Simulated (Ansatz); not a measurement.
BP (zinc blende)

```yaml
crystal:
  lattice:
    - [0.00000, 2.26828, 2.26828]
    - [2.26828, 0.00000, 2.26828]
    - [2.26828, 2.26828, 0.00000]
  atoms:
    - { symbol: P, position: [0.75000, 0.75000, 0.75000] }
    - { symbol: B, position: [0.00000, 0.00000, 0.00000] }
```

The volume is varied about the relaxed value V₀ at fixed cell shape. Symmetry pins the atoms to their sites.

Method: r2SCAN (plane waves to 500 eV, PAW, scalar-relativistic; Ansatz, a program for electronic structure). k mesh 12×12×12 (Γ-centred), Fermi-Dirac smearing 0.05 eV. E stands for the smeared free energy. BP was relaxed with its symmetry unable to fall. The zero of ΔE is the relaxed starting cell.

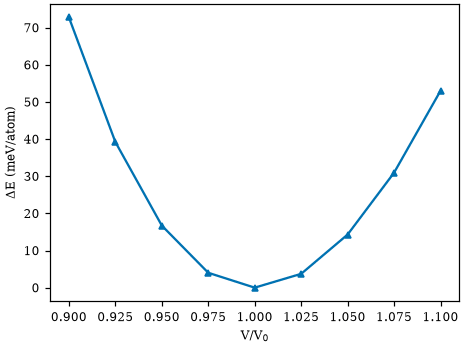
Figure: ΔE (meV/atom) against V/V₀; markers are the computed points, lines only join them.

Q: What is ΔE at V/V₀ = 1.100?

A: About 53 meV/atom.

Q: What is ΔE at V/V₀ = 0.900?

A: About 73 meV/atom.

Q: What bulk modulus B₀ follows from a third-order Birch-Murnaghan fit?

A: About 170 GPa.

(Under strain, the slope of the energy per volume gives the stress and its curvature an elastic modulus.)
